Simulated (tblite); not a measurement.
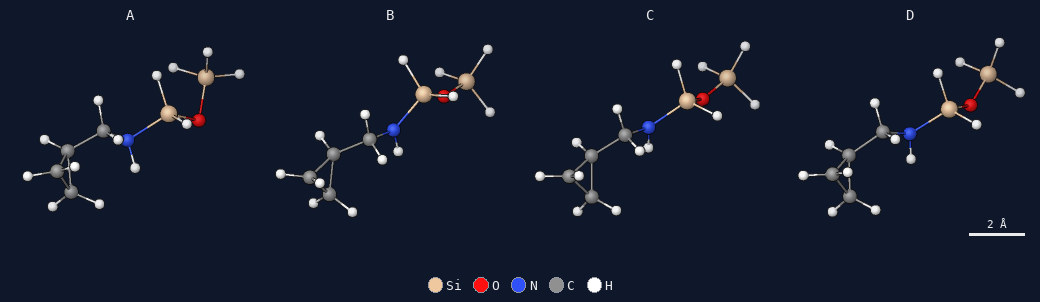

4 geometries from one relaxation of C4H13NOSi2, in shuffled order. Style: ball-and-stick. Shown from a free direction.

All numbers below come from tblite, GFN2-xTB geometry optimisation, gas phase. 

Put them in the order of the run, from the start to the converged end.

A, D, C, B. They are steps 0, 25, 82, 146, at +154.8 kJ/mol, +18.7 kJ/mol, +3.21 kJ/mol relative to the last. An H atom moves most after the best rigid fit: 1.43 Å. By element the largest moves are H 1.43 Å, O 1.07 Å, Si 0.84 Å, N 0.75 Å, C 0.69 Å. Some distances before and after: Si–Si 2.728 → 3.168 Å, O–Si 1.726 → 1.611 Å, O–Si 1.713 → 1.620 Å, N–Si 1.799 → 1.708 Å. Among the angles between lasting bonds that change: Si–O–Si 105.0° → 157.4°, Si–N–C 106.0° → 124.2°, Si–N–H 106.2° → 119.4°. Groups turn about O–Si by about 35°, C–C by about 25°. Over 146 geometry steps the energy falls by 154.8 kJ/mol. The run took 1.3 s on 1 thread of Arm Neoverse V1, on a shared host.
